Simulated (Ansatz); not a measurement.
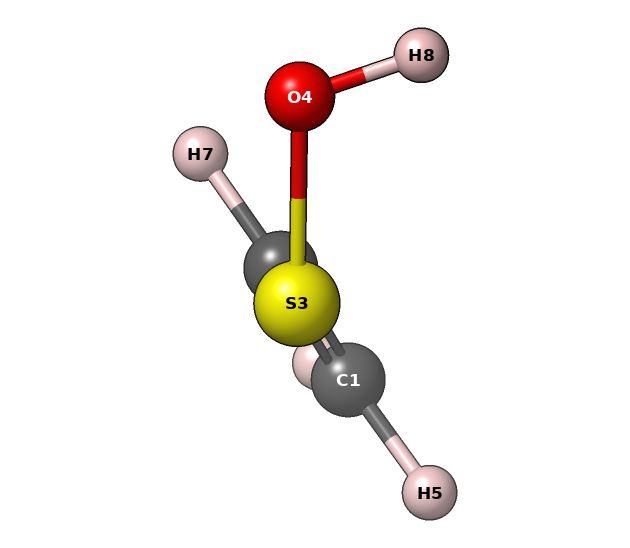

C2 lies behind S3. The molecule seen nearly along the S3–C2 bond, S3 in front. Depth is shown by fading: the farther an atom, the more it takes the colour of the background. Computed geometry: PBE0-D4/def2-TZVP optimisation. No frequency run is at hand to confirm it as a minimum.

> What is the torsion angle O4–S3–C2–C1? The sign is positive where the front bond must turn clockwise to cover the back bond.

150°, antiperiplanar (anti).
